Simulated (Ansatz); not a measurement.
BHClF2: nudged elastic band (part 1 of 2)

System: BHClF2, multiplicity 2.
Method: UHF/6-31G* (Ansatz 0.2.0).

The run did not end well. It belongs to a series of runs on one base structure; here: band between the two ends.

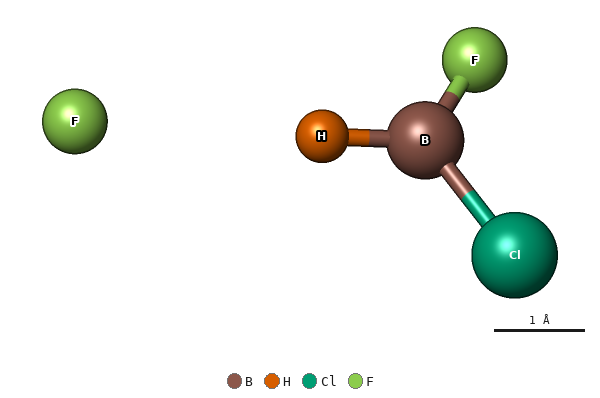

*The input geometry (ball-and-stick view, seen at a tilt).*

Bond lengths as drawn: B–Cl 1.76 Å, B–F 1.30 Å and B–H 1.18 Å.

What the run reported

```json
{"quantity": "outcome", "value": "not converged"}
{"quantity": "barrier, forward (band not converged)", "value": "1.084 eV"}
{"quantity": "barrier, backward", "value": "1.037 eV"}
{"quantity": "hardware", "value": "1 thread of Arm Neoverse N1, 24 GiB of memory available, shared host"}
{"quantity": "wall time", "value": "8.8 min"}
{"quantity": "peak memory", "value": "0.17 GiB"}
```

The run did not converge: “NEB band did not converge after 60 iterations: max|band force component| = 5.72e-1 eV/Å (threshold 3.0e-2); raise `neb.max_iterations` in a new run, which can start from the last band evaluated (`neb.initial_path`, with `crystal.atoms` and `neb.final_atoms` set to its first and last images), add images, or start from endpoints closer to local minima …” Its last values are not results.

The input
```yaml
crystal:
  periodic: [false, false, false]
  atoms:
    - { symbol: B, position_ang: [0.028065, 0.0, -0.222828] }
    - { symbol: H, position_ang: [0.028594, 0.0, 0.954689] }
    - { symbol: Cl, position_ang: [1.540905, 0.0, -1.114224] }
    - { symbol: F, position_ang: [-1.091405, 0.0, -0.888476] }
    - { symbol: F, position_ang: [-0.038459, 0.0, 3.780838] }
magnetization:
  spin_polarized: true
  initial_magnetization: 1
basis:
  gaussian: { orbitals: "6-31G*" }
hamiltonian:
  xc: hf
neb:
  order_check: false
  images: 5
  f_tol: 0.03
  max_iterations: 60
  optimiser: fire
  climbing: true
  final_atoms:
    - { symbol: B, position_ang: [-0.11915231, -0.40788201, -0.52777922] }
    - { symbol: H, position_ang: [0.43130624, -0.31978328, 2.58452297] }
    - { symbol: Cl, position_ang: [1.47586462, 0.23130014, -0.91665423] }
    - { symbol: F, position_ang: [-1.18698292, 0.30080436, -0.71269385] }
    - { symbol: F, position_ang: [-0.13333563, 0.19556079, 2.08260333] }
  initial_path:
    images:
      - { positions_ang: [[0.028065, 0.0, -0.222828], [0.028594, 0.0, 0.954689], [1.540905, 0.0, -1.114224], [-1.091405, 0.0, -0.888476], [-0.038459, 0.0, 3.780838]] }
      - { positions_ang: [[0.01865233, 0.0, -0.14854131], [0.01917042, 0.0, 1.11646999], [1.5640388, 0.0, -1.05299034], [-1.10877013, 0.0, -0.81217531], [-0.02539142, 0.0, 3.40723597]] }
      - { positions_ang: [[0.00923967, 0.0, -0.07425462], [0.00974685, 0.0, 1.27825099], [1.58717259, 0.0, -0.99175668], [-1.12613526, 0.0, -0.73587463], [-0.01232385, 0.0, 3.03363394]] }
      - { positions_ang: [[-0.000173, 0.0, 3.207e-05], [0.00032327, 0.0, 1.44003198], [1.61030639, 0.0, -0.93052302], [-1.14350039, 0.0, -0.65957394], [0.00074373, 0.0, 2.66003191]] }
      - { positions_ang: [[-0.03983277, -0.13596067, -0.17590503], [0.14398426, -0.10659443, 1.82152898], [1.56549247, 0.07710005, -0.92590009], [-1.15799457, 0.10026812, -0.67728058], [-0.04394939, 0.06518693, 2.46755572]] }
      - { positions_ang: [[-0.07949254, -0.27192134, -0.35184212], [0.28764525, -0.21318885, 2.20302597], [1.52067854, 0.1542001, -0.92127716], [-1.17248874, 0.20053624, -0.69498722], [-0.08864251, 0.13037386, 2.27507952]] }
      - { positions_ang: [[-0.11915231, -0.40788201, -0.52777922], [0.43130624, -0.31978328, 2.58452297], [1.47586462, 0.23130014, -0.91665423], [-1.18698292, 0.30080436, -0.71269385], [-0.13333563, 0.19556079, 2.08260333]] }
```

Run as:
```bash
ansatz run input.yaml --threads 1 --pin off --max-ram 2048MiB --backend cpu --events-out ev --progress --plain --runs-dir out
```

What the program printed
```
Engine: ansatz 0.2.0, aarch64-unknown-linux-gnu
Functional definition: HF
  exchange = exact_x
  correlation = 0
652 factors; integrals over basis functions are off by at most 4.4e-4 eV
mean field evaluation 1: about -18589.6927 eV, gradient 3.5e1 eV
mean field evaluation 2: about -18589.7223 eV, gradient 3.5e1 eV
mean field evaluation 4: about -18592.8391 eV, gradient 2.2e1 eV
mean field evaluation 8: about -18601.2305 eV, gradient 2.1e1 eV
mean field evaluation 16: about -18603.0190 eV, gradient 8.6e-3 eV
mean field evaluation 32: about -18602.9400 eV, gradient 4.9e0 eV
mean field evaluation 64: about -18603.0102 eV, gradient 1.8e-2 eV
mean field evaluation 96: about -18602.9996 eV, gradient 4.9e-1 eV
mean field evaluation 128: about -18593.7575 eV, gradient 1.9e1 eV
mean field evaluation 160: about -18603.0162 eV, gradient 5.8e-2 eV
mean field evaluation 192: about -18595.7852 eV, gradient 3.0e0 eV
mean field evaluation 224: about -18603.0174 eV, gradient 4.1e-6 eV
mean field evaluation 256: about -18603.0187 eV, gradient 7.2e-2 eV
mean field -18603.01899456 eV, -683.6483384711 hartree, gradient 1.0e-8 eV, S^2 0.752730; 4 other end points of the search recorded, 0 dependent functions left out
the calculation of the forces begins
reference -18603.01899456 eV, -683.6483384711 hartree; 21, 20 occupied and 45, 46 virtual orbitals, 652 factors
652 factors; integrals over basis functions are off by at most 2.9e-4 eV
mean field -18602.97207897 eV, -683.6466143548 hartree, gradient 1.8e-5 eV, S^2 0.753123; 0 other end points of the search recorded, 0 dependent functions left out
[... from here on the field's lines of each further geometry are left out, up to the last ...]
WARN: NEB end point (image 6): max|allowed force component| = 7.062e-2 eV/Å (the criterion of neb.relax_end_points is 1.000e-2). That is over neb.f_tol: it is no minimum, so the barrier can be far off. Relax it first
NEB iter   1: max|band force component| = 1.033e2 eV/Å  barrier→ = 17.1952 eV  barrier← = 17.1483 eV  Δτ_max = 0.2000 Å  (1519 SCF iters)
NEB iter   2: max|band force component| = 1.406e1 eV/Å  barrier→ = 1.6151 eV  barrier← = 1.5682 eV  Δτ_max = 0.2000 Å  (294 SCF iters)
NEB iter   3: max|band force component| = 5.570e0 eV/Å  barrier→ = 1.2396 eV  barrier← = 1.1926 eV  Δτ_max = 0.0220 Å  (315 SCF iters)
NEB iter   4: max|band force component| = 4.959e0 eV/Å  barrier→ = 1.2204 eV  barrier← = 1.1735 eV  Δτ_max = 0.0421 Å  (295 SCF iters)
NEB iter   5: max|band force component| = 2.851e0 eV/Å  barrier→ = 1.1872 eV  barrier← = 1.1403 eV  Δτ_max = 0.0542 Å  (300 SCF iters)
NEB iter   6: max|band force component| = 2.327e0 eV/Å  barrier→ = 1.1477 eV  barrier← = 1.1008 eV  Δτ_max = 0.0024 Å  (285 SCF iters)
NEB iter   7: max|band force component| = 2.032e0 eV/Å  barrier→ = 1.1454 eV  barrier← = 1.0985 eV  Δτ_max = 0.0045 Å  (249 SCF iters)
NEB iter   8: max|band force component| = 1.504e0 eV/Å  barrier→ = 1.1408 eV  barrier← = 1.0939 eV  Δτ_max = 0.0059 Å  (254 SCF iters)
NEB iter   9: max|band force component| = 1.140e0 eV/Å  barrier→ = 1.1337 eV  barrier← = 1.0868 eV  Δτ_max = 0.0065 Å  (265 SCF iters)
NEB iter  10: max|band force component| = 1.140e0 eV/Å  barrier→ = 1.1238 eV  barrier← = 1.0769 eV  Δτ_max = 0.0060 Å  (254 SCF iters)
NEB iter  11: max|band force component| = 1.144e0 eV/Å  barrier→ = 1.1107 eV  barrier← = 1.0638 eV  Δτ_max = 0.0010 Å  (266 SCF iters)
NEB iter  12: max|band force component| = 1.142e0 eV/Å  barrier→ = 1.1083 eV  barrier← = 1.0614 eV  Δτ_max = 0.0021 Å  (262 SCF iters)
NEB iter  13: max|band force component| = 1.136e0 eV/Å  barrier→ = 1.1033 eV  barrier← = 1.0564 eV  Δτ_max = 0.0032 Å  (252 SCF iters)
NEB iter  14: max|band force component| = 1.129e0 eV/Å  barrier→ = 1.0956 eV  barrier← = 1.0487 eV  Δτ_max = 0.0042 Å  (255 SCF iters)
NEB iter  15: max|band force component| = 1.118e0 eV/Å  barrier→ = 1.0849 eV  barrier← = 1.0380 eV  Δτ_max = 0.0053 Å  (250 SCF iters)
NEB iter  16: max|band force component| = 1.104e0 eV/Å  barrier→ = 1.0711 eV  barrier← = 1.0241 eV  Δτ_max = 0.0064 Å  (250 SCF iters)
NEB iter  17: max|band force component| = 1.085e0 eV/Å  barrier→ = 1.0536 eV  barrier← = 1.0067 eV  Δτ_max = 0.0083 Å  (256 SCF iters)
NEB iter  18: max|band force component| = 1.057e0 eV/Å  barrier→ = 1.0298 eV  barrier← = 0.9829 eV  Δτ_max = 0.0107 Å  (257 SCF iters)
NEB iter  19: max|band force component| = 1.011e0 eV/Å  barrier→ = 0.9978 eV  barrier← = 0.9509 eV  Δτ_max = 0.0135 Å  (296 SCF iters)
NEB iter  20: max|band force component| = 9.322e-1 eV/Å  barrier→ = 0.9556 eV  barrier← = 0.9087 eV  Δτ_max = 0.0168 Å  (269 SCF iters)
NEB iter  21: max|band force component| = 7.943e-1 eV/Å  barrier→ = 0.9020 eV  barrier← = 0.8551 eV  Δτ_max = 0.0205 Å  (277 SCF iters)
NEB iter  22: max|band force component| = 6.755e-1 eV/Å  barrier→ = 0.8386 eV  barrier← = 0.7917 eV  Δτ_max = 0.0241 Å  (280 SCF iters)
NEB iter  23: max|band force component| = 6.211e-1 eV/Å  barrier→ = 0.7726 eV  barrier← = 0.7256 eV  Δτ_max = 0.0262 Å  (279 SCF iters)
NEB iter  24: max|band force component| = 7.693e-1 eV/Å  barrier→ = 0.7181 eV  barrier← = 0.6712 eV  Δτ_max = 0.0307 Å  (278 SCF iters)
NEB iter  25: max|band force component| = 1.285e0 eV/Å  barrier→ = 0.6859 eV  barrier← = 0.6390 eV  Δτ_max = 0.0341 Å  (301 SCF iters)
NEB iter  26: max|band force component| = 1.892e0 eV/Å  barrier→ = 0.6619 eV  barrier← = 0.6150 eV  Δτ_max = 0.0373 Å  (300 SCF iters)
NEB iter  27: max|band force component| = 1.939e0 eV/Å  barrier→ = 0.6094 eV  barrier← = 0.5625 eV  Δτ_max = 0.0421 Å  (316 SCF iters)
NEB iter  28: max|band force component| = 1.280e0 eV/Å  barrier→ = 0.5191 eV  barrier← = 0.4722 eV  Δτ_max = 0.0502 Å  (316 SCF iters)
NEB iter  29: max|band force component| = 6.438e-1 eV/Å  barrier→ = 0.4389 eV  barrier← = 0.3919 eV  Δτ_max = 0.0566 Å  (325 SCF iters)
NEB iter  30: max|band force component| = 7.809e-1 eV/Å  barrier→ = 0.4223 eV  barrier← = 0.3754 eV  Δτ_max = 0.0032 Å  (326 SCF iters)
NEB iter  31: max|band force component| = 7.678e-1 eV/Å  barrier→ = 0.4215 eV  barrier← = 0.3746 eV  Δτ_max = 0.0059 Å  (249 SCF iters)
NEB iter  32: max|band force component| = 7.428e-1 eV/Å  barrier→ = 0.4203 eV  barrier← = 0.3734 eV  Δτ_max = 0.0075 Å  (256 SCF iters)
NEB iter  33: max|band force component| = 7.095e-1 eV/Å  barrier→ = 0.4188 eV  barrier← = 0.3718 eV  Δτ_max = 0.0087 Å  (258 SCF iters)
NEB iter  34: max|band force component| = 6.736e-1 eV/Å  barrier→ = 0.4173 eV  barrier← = 0.3703 eV  Δτ_max = 0.0106 Å  (280 SCF iters)
NEB iter  35: max|band force component| = 9.183e-1 eV/Å  barrier→ = 0.4160 eV  barrier← = 0.3691 eV  Δτ_max = 0.0122 Å  (281 SCF iters)
NEB iter  36: max|band force component| = 9.633e-1 eV/Å  barrier→ = 0.4152 eV  barrier← = 0.3683 eV  Δτ_max = 0.0151 Å  (258 SCF iters)
NEB iter  37: max|band force component| = 7.583e-1 eV/Å  barrier→ = 0.4149 eV  barrier← = 0.3680 eV  Δτ_max = 0.0188 Å  (256 SCF iters)
NEB iter  38: max|band force component| = 6.095e-1 eV/Å  barrier→ = 0.4150 eV  barrier← = 0.3680 eV  Δτ_max = 0.0239 Å  (264 SCF iters)
NEB iter  39: max|band force component| = 5.975e-1 eV/Å  barrier→ = 0.4150 eV  barrier← = 0.3681 eV  Δτ_max = 0.0029 Å  (266 SCF iters)
NEB iter  40: max|band force component| = 5.889e-1 eV/Å  barrier→ = 0.4145 eV  barrier← = 0.3676 eV  Δτ_max = 0.0057 Å  (228 SCF iters)
NEB iter  41: max|band force component| = 5.720e-1 eV/Å  barrier→ = 0.4135 eV  barrier← = 0.3666 eV  Δτ_max = 0.0085 Å  (236 SCF iters)
NEB iter  42: max|band force component| = 5.483e-1 eV/Å  barrier→ = 0.4121 eV  barrier← = 0.3652 eV  Δτ_max = 0.0111 Å  (268 SCF iters)
NEB iter  43: max|band force component| = 5.214e-1 eV/Å  barrier→ = 0.4104 eV  barrier← = 0.3634 eV  Δτ_max = 0.0135 Å  (253 SCF iters)
NEB iter  44: max|band force component| = 1.828e0 eV/Å  barrier→ = 0.4083 eV  barrier← = 0.3613 eV  CI = image 2  Δτ_max = 0.0194 Å  (288 SCF iters)
NEB iter  45: max|band force component| = 1.983e0 eV/Å  barrier→ = 0.4379 eV  barrier← = 0.3910 eV  CI = image 2  Δτ_max = 0.0325 Å  (261 SCF iters)
NEB iter  46: max|band force component| = 2.226e0 eV/Å  barrier→ = 0.5231 eV  barrier← = 0.4762 eV  CI = image 2  Δτ_max = 0.0519 Å  (258 SCF iters)
NEB iter  47: max|band force component| = 3.003e0 eV/Å  barrier→ = 0.7073 eV  barrier← = 0.6604 eV  CI = image 2  Δτ_max = 0.0782 Å  (263 SCF iters)
NEB iter  48: max|band force component| = 3.239e0 eV/Å  barrier→ = 1.0235 eV  barrier← = 0.9766 eV  CI = image 2  Δτ_max = 0.1131 Å  (271 SCF iters)
NEB iter  49: max|band force component| = 1.569e0 eV/Å  barrier→ = 1.3198 eV  barrier← = 1.2729 eV  CI = image 2  Δτ_max = 0.1397 Å  (268 SCF iters)
NEB iter  50: max|band force component| = 2.847e0 eV/Å  barrier→ = 1.0957 eV  barrier← = 1.0488 eV  CI = image 2  Δτ_max = 0.0115 Å  (249 SCF iters)
NEB iter  51: max|band force component| = 2.751e0 eV/Å  barrier→ = 1.0811 eV  barrier← = 1.0342 eV  CI = image 2  Δτ_max = 0.0227 Å  (215 SCF iters)
NEB iter  52: max|band force component| = 2.552e0 eV/Å  barrier→ = 1.0593 eV  barrier← = 1.0124 eV  CI = image 2  Δτ_max = 0.0334 Å  (218 SCF iters)
NEB iter  53: max|band force component| = 2.242e0 eV/Å  barrier→ = 1.0429 eV  barrier← = 0.9959 eV  CI = image 2  Δτ_max = 0.0098 Å  (231 SCF iters)
NEB iter  54: max|band force component| = 2.135e0 eV/Å  barrier→ = 1.0434 eV  barrier← = 0.9965 eV  CI = image 2  Δτ_max = 0.0192 Å  (206 SCF iters)
NEB iter  55: max|band force component| = 2.001e0 eV/Å  barrier→ = 1.0467 eV  barrier← = 0.9997 eV  CI = image 2  Δτ_max = 0.0279 Å  (213 SCF iters)
NEB iter  56: max|band force component| = 1.811e0 eV/Å  barrier→ = 1.0554 eV  barrier← = 1.0085 eV  CI = image 2  Δτ_max = 0.0355 Å  (221 SCF iters)
```
